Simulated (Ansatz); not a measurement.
# AsH₅O: a changed input and its effect

System: AsH₅O.
Method of run A: RHF/def2-TZVPD (Ansatz 0.2.0).

Text and figures count atoms from 1; the logs count them from 0 in places.

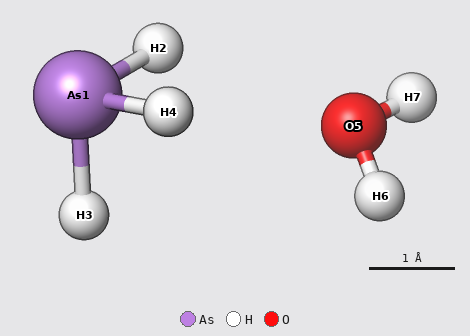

Figure 1. The structure as given in the input (ball-and-stick view, seen at a tilt; atoms are numbered from 1 in the order of the input).

### The input, run A
```yaml
crystal:
  periodic: [false, false, false]
  atoms:
    - { symbol: As, position_ang: [2.0e-06, -2.0e-06, -0.600061] }
    - { symbol: H, position_ang: [1.271054, -0.160001, 0.200021] }
    - { symbol: H, position_ang: [-0.774095, -1.020755, 0.200021] }
    - { symbol: H, position_ang: [-0.496961, 1.180759, 0.200019] }
    - { symbol: O, position_ang: [1.92, -0.64, 2.9] }
    - { symbol: H, position_ang: [1.165686, -0.64, 3.465078] }
    - { symbol: H, position_ang: [2.674314, -0.64, 3.465078] }
basis:
  gaussian: { orbitals: def2-TZVPD }
hamiltonian:
  xc: hf
output:
  forces: true
```

Launched with:
```bash
ansatz run input.yaml --threads 1 --pin off --max-ram 2560MiB --backend cpu --events-out ev --progress --plain --runs-dir out
```

Hardware: 1 thread of Intel Xeon (Sapphire Rapids), 16 GiB of memory available, shared host.

### Output (run A)
```
Engine: ansatz 0.2.0, x86_64-unknown-linux-gnu
Functional definition: HF
  exchange = exact_x
  correlation = 0
963 factors; their error is unknown
mean field evaluation 1: about -62909.2518 eV, gradient 3.4e1 eV
mean field evaluation 2: about -62910.8115 eV, gradient 2.1e1 eV
mean field evaluation 4: about -62911.5309 eV, gradient 4.7e-1 eV
mean field evaluation 8: about -62912.5376 eV, gradient 1.4e0 eV
mean field evaluation 16: about -62912.5390 eV, gradient 8.7e-6 eV
mean field -62912.53895235 eV, -2311.9931628482 hartree, gradient 8.7e-6 eV, S^2 0.000000; 0 other end points of the search recorded, 0 dependent functions left out
the calculation of the forces begins
reference -62912.53895235 eV, -2311.9931628482 hartree; 23, 23 occupied and 116, 116 virtual orbitals, 963 factors
Total energy: -62912.53895235 eV, -2311.9931628482 hartree
Atom 0 at     0.000002    -0.000002    -0.600061 Å, force     0.072191    -0.006061     0.008021 eV/Å
Atom 1 at     1.271054    -0.160001     0.200021 Å, force    -0.079808     0.009960    -0.062170 eV/Å
Atom 2 at    -0.774095    -1.020755     0.200021 Å, force    -0.011413    -0.005473     0.002418 eV/Å
Atom 3 at    -0.496961     1.180759     0.200019 Å, force    -0.013569     0.011457     0.001315 eV/Å
Atom 4 at     1.920000    -0.640000     2.900000 Å, force     0.041939    -0.007408     0.039706 eV/Å
Atom 5 at     1.165686    -0.640000     3.465078 Å, force    -0.012034     0.001873    -0.001094 eV/Å
Atom 6 at     2.674314    -0.640000     3.465078 Å, force     0.002694    -0.004348     0.011804 eV/Å
Dipole moment:     0.055833    -0.011171     0.543779 e Å
```

The input of run B differs as follows (lines with − go, lines with + come):
```diff
-    - { symbol: O, position_ang: [1.92, -0.64, 2.9] }
-    - { symbol: H, position_ang: [1.165686, -0.64, 3.465078] }
-    - { symbol: H, position_ang: [2.674314, -0.64, 3.465078] }
+    - { symbol: O, position_ang: [1.92, 0.96, 2.9] }
+    - { symbol: H, position_ang: [1.165686, 0.96, 3.465078] }
+    - { symbol: H, position_ang: [2.674314, 0.96, 3.465078] }
```

What does this change do to the results?

With the same method and basis, run B lies 0.10 kcal/mol lower. The largest force goes from 0.102 to 0.079 eV/Å.

### Output (run B)
```
Engine: ansatz 0.2.0, x86_64-unknown-linux-gnu
Functional definition: HF
  exchange = exact_x
  correlation = 0
963 factors; their error is unknown
mean field evaluation 1: about -62909.2523 eV, gradient 3.4e1 eV
mean field evaluation 2: about -62910.8141 eV, gradient 2.1e1 eV
mean field evaluation 4: about -62911.5344 eV, gradient 4.7e-1 eV
mean field evaluation 8: about -62912.5422 eV, gradient 1.4e0 eV
mean field evaluation 16: about -62912.5435 eV, gradient 8.6e-6 eV
mean field -62912.54347703 eV, -2311.9933291273 hartree, gradient 8.6e-6 eV, S^2 0.000000; 0 other end points of the search recorded, 0 dependent functions left out
the calculation of the forces begins
reference -62912.54347703 eV, -2311.9933291273 hartree; 23, 23 occupied and 116, 116 virtual orbitals, 963 factors
Total energy: -62912.54347703 eV, -2311.9933291273 hartree
Atom 0 at     0.000002    -0.000002    -0.600061 Å, force     0.061255    -0.000147     0.019219 eV/Å
Atom 1 at     1.271054    -0.160001     0.200021 Å, force    -0.063718     0.008166    -0.046117 eV/Å
Atom 2 at    -0.774095    -1.020755     0.200021 Å, force    -0.019677    -0.014044     0.000062 eV/Å
Atom 3 at    -0.496961     1.180759     0.200019 Å, force    -0.002216    -0.004998    -0.004923 eV/Å
Atom 4 at     1.920000     0.960000     2.900000 Å, force     0.031743     0.007285     0.023436 eV/Å
Atom 5 at     1.165686     0.960000     3.465078 Å, force    -0.009442    -0.002205    -0.001020 eV/Å
Atom 6 at     2.674314     0.960000     3.465078 Å, force     0.002056     0.005943     0.009343 eV/Å
Dipole moment:     0.048123     0.012255     0.536889 e Å
```

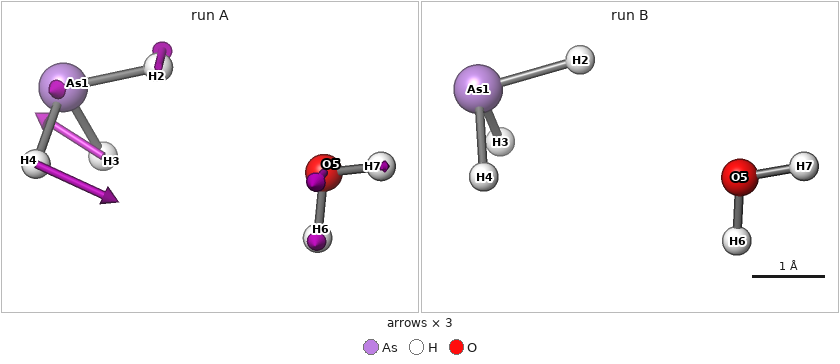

Figure 2. The two input geometries at one scale (ball-and-stick view, seen at a tilt). The pink arrows on the first give the shifts of the atoms after the best rigid fit, magnified 3 times. The atom that moves furthest after the best rigid fit is H4 (0.43 Å). Largest moves by element: H 0.43 Å, O 0.25 Å, As 0.13 Å.

### The two runs side by side

| quantity | run A | run B |
| --- | --- | --- |
| outcome | converged | converged |
| total energy (hartree) | −2311.993163 | −2311.993329 |
| largest force (eV/Å) | 0.102 | 0.079 |
| basis functions | 139 | 139 |
| wall time (shared host) | 1.6 s | 1.5 s |
